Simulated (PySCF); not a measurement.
```json
{"atom": "Al", "x (Å)": "1.2028", "y (Å)": "1.7438", "z (Å)": "0.4183"}
{"atom": "H", "x (Å)": "1.6256", "y (Å)": "2.8673", "z (Å)": "1.4462"}
{"atom": "Te", "x (Å)": "1.0406", "y (Å)": "-0.7208", "z (Å)": "1.2936"}
{"atom": "Al", "x (Å)": "-1.5679", "y (Å)": "-0.9269", "z (Å)": "1.1410"}
{"atom": "H", "x (Å)": "-2.3842", "y (Å)": "-0.9753", "z (Å)": "2.4931"}
{"atom": "Te", "x (Å)": "-2.2173", "y (Å)": "-1.2202", "z (Å)": "-1.2171"}
{"atom": "Al", "x (Å)": "0.3705", "y (Å)": "-0.7624", "z (Å)": "-1.4123"}
{"atom": "H", "x (Å)": "1.2443", "y (Å)": "-1.8397", "z (Å)": "-2.1748"}
{"atom": "Te", "x (Å)": "0.8183", "y (Å)": "1.7647", "z (Å)": "-2.0137"}
```

Geometry: PBE0-D3(BJ)/def2-SVP; core potentials replace the inner electrons of Te.

All numbers below come from CAM-B3LYP/def2-SVPD, SCF density, gas phase, scalar-relativistic core potentials on the heavy atoms in PySCF 2.14.0.

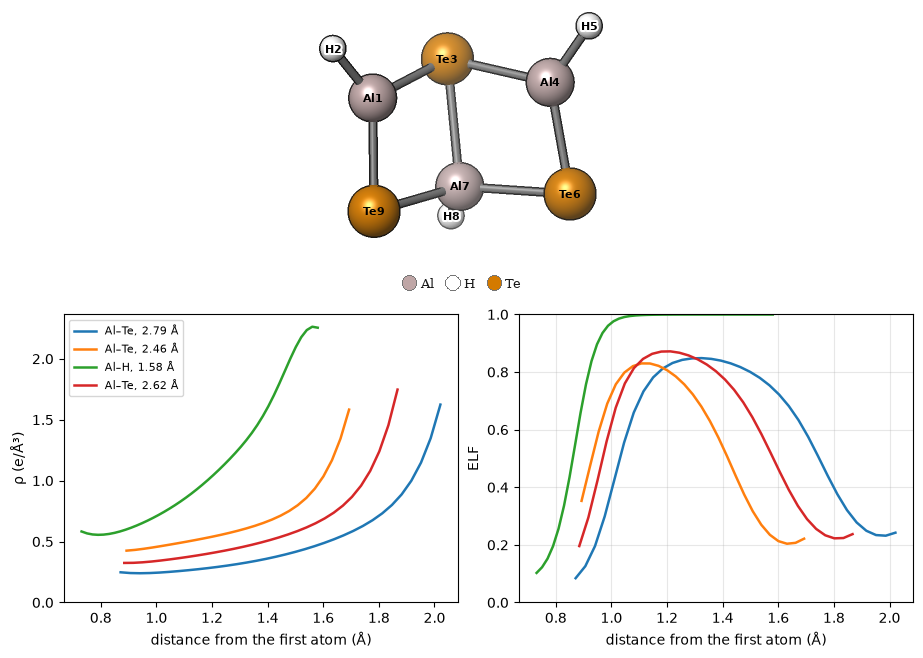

Al$_{3}$H$_{3}$Te$_{3}$ ((HAlTe)3 ring). Electron density and ELF along straight lines between neighbouring atoms. The curves leave out the atomic cores. The structure is drawn too.

**Compare the contacts.**

Al–Te (2.79 Å): ρ at the midpoint is about 0.36 e/Å³, with its minimum of 0.24 e/Å³ about 0.9 Å from Al; the ELF peaks at about 0.85 between the atoms; a covalent bond.
Al–Te (2.46 Å): ρ at the midpoint is about 0.55 e/Å³; the ELF peaks at about 0.85 between the atoms; localised, covalent bonding.
Al–H (1.58 Å): ρ is about 0.56 e/Å³ halfway; the ELF climbs to about 1 towards the hydrogen.
Al–Te (2.62 Å): ρ at the midpoint is about 0.46 e/Å³; the ELF peaks at about 0.85 between the atoms: a covalent bond.
